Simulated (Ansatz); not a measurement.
## Geometry relaxation, with input and output: C$_{3}$H$_{6}$AlN

System: C$_{3}$H$_{6}$AlN, SMILES N=[CH][Al]1[CH2][CH2]1.
Method: RKS PBE0-D4/def2-TZVP (Ansatz 0.2.0).

The geometry: PBE-D4/def2-SVP start. Figures and captions count atoms from 1; the log counts them from 0 in places.

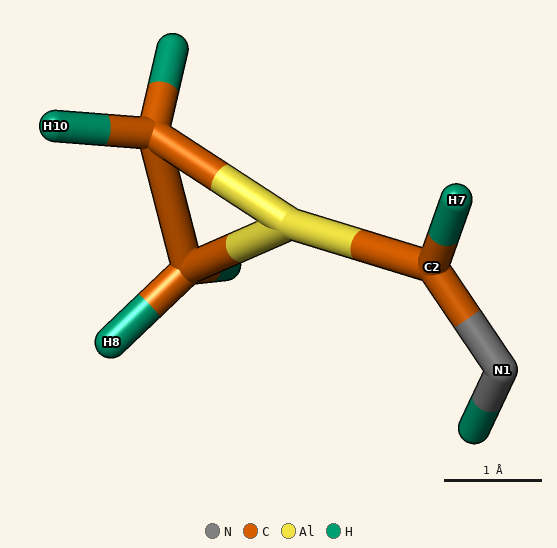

Fig. 1: The input geometry (stick view, seen at a tilt; atoms are numbered from 1 in the order of the input). Sticks mark near contacts. Bond lengths as drawn: Al–C 1.93 to 2.00 Å, C–C 1.59 Å, C–H 1.11 to 1.12 Å, C–N 1.29 Å and H–N 1.04 Å.

**Key numbers**

| quantity | value |
| --- | --- |
| outcome | converged |
| total energy | −11286.4161 eV |
| mean-field energy | −11286.2547 eV |
| dispersion energy | −0.1613 eV |
| SCF solution under orbital rotations | stable |
| largest force (length of the vector) at the end | 0.006 eV/Å |
| dipole moment | 0.79 D |
| hardware | 4 CPU threads, shared host |
| wall time | 19 s (CPU time 66 s) |
| peak memory | 0.48 GiB |

**The input**
```yaml
crystal:
  periodic: [false, false, false]
  atoms:
    - {symbol: N, position_ang: [0.070212, 2.928621, 0.960339]}
    - {symbol: C, position_ang: [0.802548, 2.102519, 0.294898]}
    - {symbol: Al, position_ang: [0.324486, 0.197723, -0.097756]}
    - {symbol: C, position_ang: [-0.925843, -1.269420, 0.042404]}
    - {symbol: C, position_ang: [0.414206, -1.623178, -0.737297]}
    - {symbol: H, position_ang: [-0.812632, 2.474003, 1.269451]}
    - {symbol: H, position_ang: [1.770801, 2.520728, -0.072361]}
    - {symbol: H, position_ang: [-1.845475, -1.303297, -0.573441]}
    - {symbol: H, position_ang: [-1.087319, -1.830902, 0.982809]}
    - {symbol: H, position_ang: [0.290907, -1.882641, -1.806204]}
    - {symbol: H, position_ang: [1.063409, -2.371157, -0.242141]}
basis:
  gaussian: {orbitals: def2-TZVP}
hamiltonian: {xc: pbe0, dispersion: d4}
relax: {f_tol: 0.005, max_steps: 150}
```

Launch command:
```bash
ansatz run in.yaml --threads 4 --pin off --events-out ev --progress --plain --max-ram 10444MiB
```

**Output**
```
Functional definition: PBE0
  name "PBE0"
  cite "Adamo & Barone, J. Chem. Phys. 110, 6158 (1999) doi:10.1063/1.478522"
  cite "Perdew, Burke & Ernzerhof, Phys. Rev. Lett. 77, 3865 (1996) doi:10.1103/PhysRevLett.77.3865"
  parent pbe
  parameter a = 0.25
  parameter kappa = 0.804
  parameter beta = 0.06672455060314922
  exchange = (1 - a)*pbe_x(kappa = kappa, mu = beta*pi^2/3) + a*exact_x
  correlation = pbe_c(beta = beta)
1238 factors; their error is unknown
mean field evaluation 1: about -11271.2707 eV, gradient 7.9e1 eV
mean field evaluation 2: about -11244.1493 eV, gradient 1.2e2 eV
mean field evaluation 4: about -11285.8815 eV, gradient 1.2e1 eV
mean field evaluation 8: about -11286.1914 eV, gradient 2.1e-1 eV
mean field evaluation 16: about -11286.1935 eV, gradient 3.8e-4 eV
mean field -11286.19350000 eV, -414.7599610683 hartree, gradient 4.5e-5 eV, S^2 0.000000; 0 other end points of the search recorded, 0 dependent functions left out
the calculation of the forces begins
reference -11286.19353306 eV, -414.7599622830 hartree; 22, 22 occupied and 175, 175 virtual orbitals, 1238 factors
relax step   1: F+E_penalty+E_count = -11286.35311312 eV  Δ(F+E_penalty+E_count) = +0.000e0 eV  max|allowed force component| = 1.055e0 eV/Å  Δτ_max = 0.0000 Å  (31 SCF iters, accepted)
these checks for a lower state are left out or cut short: starts, cluster_reference, orbital_swaps, neighbouring_geometries, increment
1238 factors; their error is unknown
mean field -11286.24762321 eV, -414.7619500597 hartree, gradient 1.8e-5 eV, S^2 0.000000; 0 other end points of the search recorded, 0 dependent functions left out
the calculation of the forces begins
reference -11286.24765612 eV, -414.7619512688 hartree; 22, 22 occupied and 175, 175 virtual orbitals, 1238 factors
relax step   2: F+E_penalty+E_count = -11286.40818297 eV  Δ(F+E_penalty+E_count) = -5.507e-2 eV  max|allowed force component| = 3.141e-1 eV/Å  Δτ_max = 0.0368 Å  (35 SCF iters, accepted)
these checks for a lower state are left out or cut short: starts, cluster_reference, orbital_swaps, neighbouring_geometries, increment
1238 factors; their error is unknown
mean field evaluation 32: about -11286.2542 eV, gradient 1.8e-5 eV
mean field -11286.25417681 eV, -414.7621908999 hartree, gradient 1.8e-5 eV, S^2 0.000000; 0 other end points of the search recorded, 0 dependent functions left out
the calculation of the forces begins
reference -11286.25420958 eV, -414.7621921041 hartree; 22, 22 occupied and 175, 175 virtual orbitals, 1238 factors
relax step   3: F+E_penalty+E_count = -11286.41542454 eV  Δ(F+E_penalty+E_count) = -7.242e-3 eV  max|allowed force component| = 5.015e-2 eV/Å  Δτ_max = 0.0238 Å  (35 SCF iters, accepted)
these checks for a lower state are left out or cut short: starts, cluster_reference, orbital_swaps, neighbouring_geometries, increment
1238 factors; their error is unknown
mean field -11286.25426558 eV, -414.7621941620 hartree, gradient 1.8e-5 eV, S^2 0.000000; 0 other end points of the search recorded, 0 dependent functions left out
the calculation of the forces begins
reference -11286.25429833 eV, -414.7621953657 hartree; 22, 22 occupied and 175, 175 virtual orbitals, 1238 factors
relax step   4: F+E_penalty+E_count = -11286.41551178 eV  Δ(F+E_penalty+E_count) = -8.724e-5 eV  max|allowed force component| = 4.326e-2 eV/Å  Δτ_max = 0.0042 Å  (36 SCF iters, accepted)
these checks for a lower state are left out or cut short: starts, cluster_reference, orbital_swaps, neighbouring_geometries, increment
1238 factors; their error is unknown
mean field -11286.25362018 eV, -414.7621704442 hartree, gradient 1.8e-5 eV, S^2 0.000000; 0 other end points of the search recorded, 0 dependent functions left out
the calculation of the forces begins
reference -11286.25365294 eV, -414.7621716482 hartree; 22, 22 occupied and 175, 175 virtual orbitals, 1238 factors
relax step   5: F+E_penalty+E_count = -11286.41492056 eV  Δ(F+E_penalty+E_count) = +5.912e-4 eV  max|allowed force component| = 9.597e-2 eV/Å  Δτ_max = 0.0174 Å  (35 SCF iters, rejected (line search))
these checks for a lower state are left out or cut short: starts, cluster_reference, orbital_swaps, neighbouring_geometries, increment
1238 factors; their error is unknown
mean field -11286.25464596 eV, -414.7622081409 hartree, gradient 1.7e-5 eV, S^2 0.000000; 0 other end points of the search recorded, 0 dependent functions left out
the calculation of the forces begins
reference -11286.25467871 eV, -414.7622093444 hartree; 22, 22 occupied and 175, 175 virtual orbitals, 1238 factors
relax step   6: F+E_penalty+E_count = -11286.41595787 eV  Δ(F+E_penalty+E_count) = -4.461e-4 eV  max|allowed force component| = 1.949e-2 eV/Å  Δτ_max = 0.0087 Å  (34 SCF iters, accepted)
these checks for a lower state are left out or cut short: starts, cluster_reference, orbital_swaps, neighbouring_geometries, increment
1238 factors; their error is unknown
mean field -11286.25471298 eV, -414.7622106039 hartree, gradient 1.7e-5 eV, S^2 0.000000; 0 other end points of the search recorded, 0 dependent functions left out
the calculation of the forces begins
reference -11286.25474573 eV, -414.7622118075 hartree; 22, 22 occupied and 175, 175 virtual orbitals, 1238 factors
relax step   7: F+E_penalty+E_count = -11286.41603361 eV  Δ(F+E_penalty+E_count) = -7.574e-5 eV  max|allowed force component| = 5.489e-3 eV/Å  Δτ_max = 0.0032 Å  (35 SCF iters, accepted)
these checks for a lower state are left out or cut short: starts, cluster_reference, orbital_swaps, neighbouring_geometries, increment
1238 factors; their error is unknown
mean field evaluation 64: about -11286.2544 eV, gradient 4.5e-1 eV
mean field -11286.25470273 eV, -414.7622102272 hartree, gradient 1.7e-5 eV, S^2 0.000000; 0 other end points of the search recorded, 0 dependent functions left out
the calculation of the forces begins
reference -11286.25473548 eV, -414.7622114307 hartree; 22, 22 occupied and 175, 175 virtual orbitals, 1238 factors
relax step   8: F+E_penalty+E_count = -11286.41603710 eV  Δ(F+E_penalty+E_count) = -3.492e-6 eV  max|allowed force component| = 4.491e-3 eV/Å  Δτ_max = 0.0026 Å  (36 SCF iters, accepted)
```

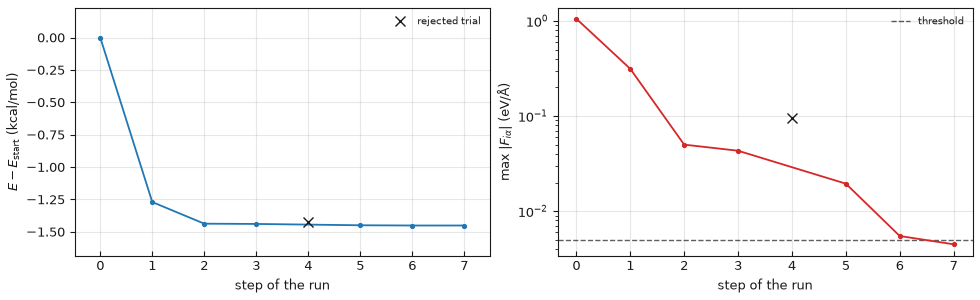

Fig. 2: Progress of the relaxation, step by step (the first geometry is step 0 here and step 1 in the log).

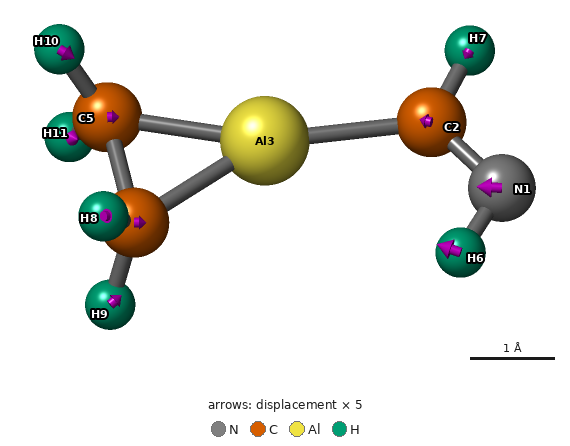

Fig. 3: The starting structure with the displacements as pink arrows, magnified 5 times (ball-and-stick view, seen at a tilt). The two geometries are laid on each other by the best rigid fit. The atom that moves furthest after the best rigid fit is N1 (0.062 Å). Largest moves by element: N 0.062 Å, H 0.061 Å, C 0.031 Å, Al 0.008 Å. Among the contacts that change: Al3–C4 1.933 → 1.903 Å, C2–Al3 2.003 → 1.978 Å, C2–H7 1.117 → 1.097 Å, C4–H8 1.107 → 1.089 Å. Among the angles that change: Al3–C2–H7 119.9° → 121.9°. The energy falls by 1.45 kcal/mol in 7 geometry steps. The largest force component goes from 1.1 to 0.0045 eV/Å. The line search rejected the trial step at point 4 (counted from 0) and went back. (Atoms are counted from 1 in the order of the input.)

```
1238 factors; their error is unknown
mean field -11286.25470273 eV, -414.7622102272 hartree, gradient 1.7e-5 eV, S^2 0.000000; 1 other end points of the search recorded, 0 dependent functions left out
the calculation of the forces begins
reference -11286.25473548 eV, -414.7622114307 hartree; 22, 22 occupied and 175, 175 virtual orbitals, 1238 factors
Total energy: -11286.41606985 eV, -414.7681403595 hartree
Atom 0 at     0.062231     2.870849     0.940696 Å, force    -0.001539     0.003836     0.000626 eV/Å
Atom 1 at     0.807999     2.073910     0.284406 Å, force    -0.001705     0.000275     0.000425 eV/Å
Atom 2 at     0.318683     0.194557    -0.093540 Å, force     0.001729    -0.004361     0.003143 eV/Å
Atom 3 at    -0.921724    -1.241724     0.050461 Å, force    -0.003872     0.004491    -0.001728 eV/Å
Atom 4 at     0.419588    -1.595237    -0.729639 Å, force     0.000071    -0.004418     0.002013 eV/Å
Atom 5 at    -0.806908     2.421500     1.238864 Å, force     0.001557    -0.000128    -0.000321 eV/Å
Atom 6 at     1.755074     2.507316    -0.060351 Å, force    -0.000047    -0.000645     0.001200 eV/Å
Atom 7 at    -1.821954    -1.290086    -0.560313 Å, force     0.001027    -0.002463     0.000561 eV/Å
Atom 8 at    -1.068892    -1.802158     0.972239 Å, force     0.002464     0.003661    -0.000115 eV/Å
Atom 9 at     0.280985    -1.849838    -1.778915 Å, force    -0.000438    -0.002164    -0.003633 eV/Å
Atom 10 at     1.040218    -2.346089    -0.243207 Å, force     0.000753     0.001916    -0.002171 eV/Å
Dipole moment:     0.067530    -0.128153    -0.079686 e Å
```

**Trajectory as extended XYZ (Å, eV, eV/Å), 8 frames, from step=1 to step=8**
```
11
Properties=species:S:1:pos:R:3:forces:R:3 step=1 energy=-11286.35311
N     0.0702    2.9286    0.9603    0.0653  -1.0552  -0.3939
C     0.8025    2.1025    0.2949   -0.0759   0.5936   0.2402
Al    0.3245    0.1977   -0.0978   -0.2570  -0.3614   0.0150
C    -0.9258   -1.2694    0.0424   -0.2666   0.0126   0.1263
C     0.4142   -1.6232   -0.7373    0.2480  -0.1170  -0.1453
H    -0.8126    2.4740    1.2695    0.5521   0.2988  -0.1879
H     1.7708    2.5207   -0.0724   -0.5467  -0.1617   0.2345
H    -1.8455   -1.3033   -0.5734    0.5078  -0.0064   0.2987
H    -1.0873   -1.8309    0.9828    0.1177   0.2754  -0.5143
H     0.2909   -1.8826   -1.8062    0.0308   0.1330   0.5755
H     1.0634   -2.3712   -0.2421   -0.3756   0.3882  -0.2488
11
Properties=species:S:1:pos:R:3:forces:R:3 step=2 energy=-11286.40818
N     0.0712    2.8984    0.9489   -0.1096  -0.3141  -0.0477
C     0.8044    2.0889    0.2890    0.1035   0.1231  -0.0035
Al    0.3163    0.2008   -0.0925   -0.1217  -0.2543  -0.0237
C    -0.9241   -1.2552    0.0465   -0.0755   0.0400   0.0382
C     0.4144   -1.6044   -0.7314    0.1198   0.0302  -0.0361
H    -0.8004    2.4443    1.2514    0.1561   0.1466  -0.0362
H     1.7585    2.5141   -0.0653   -0.1603  -0.0694   0.0557
H    -1.8268   -1.3040   -0.5700    0.1400   0.0226   0.1008
H    -1.0760   -1.8234    0.9689    0.0292   0.1044  -0.1363
H     0.2819   -1.8661   -1.7850    0.0162   0.0507   0.1617
H     1.0459   -2.3503   -0.2397   -0.0977   0.1201  -0.0728
11
Properties=species:S:1:pos:R:3:forces:R:3 step=3 energy=-11286.41542
N     0.0668    2.8757    0.9433   -0.0208  -0.0109  -0.0044
C     0.8050    2.0715    0.2879    0.0205   0.0077  -0.0501
Al    0.3136    0.1933   -0.0916   -0.0019  -0.0033   0.0092
C    -0.9221   -1.2475    0.0482   -0.0293   0.0438   0.0218
C     0.4179   -1.5960   -0.7299    0.0377   0.0224  -0.0085
H    -0.8023    2.4289    1.2438   -0.0177   0.0092   0.0314
H     1.7496    2.4998   -0.0686    0.0258   0.0052   0.0164
H    -1.8228   -1.2875   -0.5616   -0.0059  -0.0170  -0.0220
H    -1.0745   -1.8052    0.9700    0.0109  -0.0236   0.0105
H     0.2871   -1.8522   -1.7792   -0.0179  -0.0103  -0.0178
H     1.0470   -2.3377   -0.2415   -0.0014  -0.0232   0.0135
11
Properties=species:S:1:pos:R:3:forces:R:3 step=4 energy=-11286.41551
N     0.0671    2.8738    0.9418   -0.0337   0.0121   0.0098
C     0.8068    2.0705    0.2869   -0.0192   0.0150  -0.0257
Al    0.3140    0.1923   -0.0917    0.0036   0.0019   0.0075
C    -0.9229   -1.2475    0.0486   -0.0049   0.0423   0.0098
C     0.4186   -1.5966   -0.7302    0.0167   0.0267   0.0008
H    -0.8042    2.4314    1.2442    0.0100  -0.0097   0.0106
H     1.7499    2.5033   -0.0664    0.0433  -0.0109   0.0014
H    -1.8238   -1.2883   -0.5608   -0.0045  -0.0176  -0.0230
H    -1.0745   -1.8046    0.9709    0.0117  -0.0247   0.0105
H     0.2874   -1.8517   -1.7796   -0.0212  -0.0101  -0.0198
H     1.0469   -2.3395   -0.2430   -0.0016  -0.0251   0.0182
11
Properties=species:S:1:pos:R:3:forces:R:3 step=5 energy=-11286.41492 accepted=F
N     0.0646    2.8744    0.9400    0.0246   0.0066   0.0240
C     0.8021    2.0759    0.2764    0.0461  -0.0237   0.0960
Al    0.3126    0.1959   -0.0960   -0.0031   0.0172  -0.0189
C    -0.9218   -1.2441    0.0495   -0.0165   0.0018   0.0064
C     0.4188   -1.5932   -0.7310    0.0116  -0.0133  -0.0012
H    -0.8038    2.4291    1.2450   -0.0344   0.0012  -0.0422
H     1.7592    2.4996   -0.0522   -0.0274   0.0202  -0.0622
H    -1.8208   -1.2957   -0.5622   -0.0155   0.0022  -0.0002
H    -1.0669   -1.8056    0.9704   -0.0055  -0.0031   0.0133
H     0.2788   -1.8546   -1.7781    0.0076   0.0008  -0.0147
H     1.0425   -2.3388   -0.2412    0.0123  -0.0100  -0.0004
11
Properties=species:S:1:pos:R:3:forces:R:3 step=6 energy=-11286.41596
N     0.0641    2.8714    0.9410   -0.0195   0.0125   0.0107
C     0.8079    2.0727    0.2851   -0.0016  -0.0004  -0.0124
Al    0.3160    0.1944   -0.0926    0.0040  -0.0097  -0.0017
C    -0.9227   -1.2439    0.0499   -0.0006   0.0188   0.0007
C     0.4191   -1.5950   -0.7301    0.0044   0.0058   0.0027
H    -0.8054    2.4237    1.2405    0.0047   0.0008   0.0033
H     1.7539    2.5058   -0.0625    0.0122  -0.0044   0.0013
H    -1.8231   -1.2896   -0.5606    0.0012  -0.0071  -0.0065
H    -1.0714   -1.8033    0.9718    0.0063  -0.0069   0.0020
H     0.2833   -1.8514   -1.7792   -0.0083  -0.0022  -0.0050
H     1.0436   -2.3418   -0.2427   -0.0029  -0.0071   0.0048
11
Properties=species:S:1:pos:R:3:forces:R:3 step=7 energy=-11286.41603
N     0.0629    2.8715    0.9409   -0.0004   0.0018  -0.0013
C     0.8081    2.0739    0.2847   -0.0055  -0.0001   0.0030
Al    0.3172    0.1948   -0.0933    0.0051  -0.0022  -0.0034
C    -0.9220   -1.2423    0.0503   -0.0038   0.0034  -0.0018
C     0.4193   -1.5948   -0.7304    0.0006  -0.0043   0.0015
H    -0.8067    2.4228    1.2389    0.0021   0.0005   0.0001
H     1.7556    2.5064   -0.0599    0.0002  -0.0008   0.0009
H    -1.8221   -1.2910   -0.5606    0.0003  -0.0013   0.0017
H    -1.0688   -1.8028    0.9720    0.0011   0.0009   0.0006
H     0.2805   -1.8518   -1.7791    0.0004   0.0018   0.0001
H     1.0414   -2.3438   -0.2430   -0.0001   0.0003  -0.0015
11
Properties=species:S:1:pos:R:3:forces:R:3 step=8 energy=-11286.41604
N     0.0622    2.8708    0.9407   -0.0015   0.0038   0.0006
C     0.8080    2.0739    0.2844   -0.0017   0.0003   0.0004
Al    0.3187    0.1946   -0.0935    0.0017  -0.0044   0.0031
C    -0.9217   -1.2417    0.0505   -0.0039   0.0045  -0.0017
C     0.4196   -1.5952   -0.7296    0.0001  -0.0044   0.0020
H    -0.8069    2.4215    1.2389    0.0016  -0.0001  -0.0003
H     1.7551    2.5073   -0.0604    0.0000  -0.0006   0.0012
H    -1.8220   -1.2901   -0.5603    0.0010  -0.0025   0.0006
H    -1.0689   -1.8022    0.9722    0.0025   0.0037  -0.0001
H     0.2810   -1.8498   -1.7789   -0.0004  -0.0022  -0.0036
H     1.0402   -2.3461   -0.2432    0.0008   0.0019  -0.0022
```

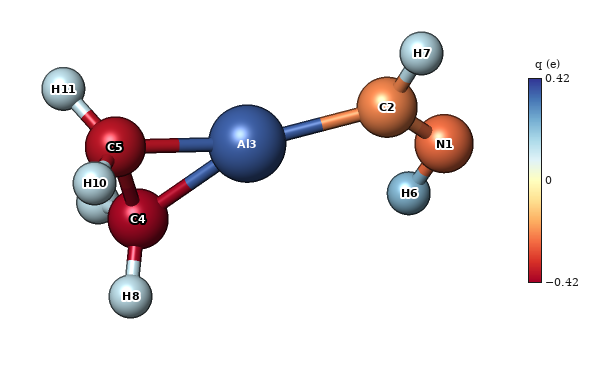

Fig. 4: Mulliken charges, as the colour of each atom (ball-and-stick view, seen at a tilt; atoms are numbered from 1 in the order of the input). By element: N −0.24, C −0.40 to −0.21, Al +0.36 and H +0.13 to +0.22 e.
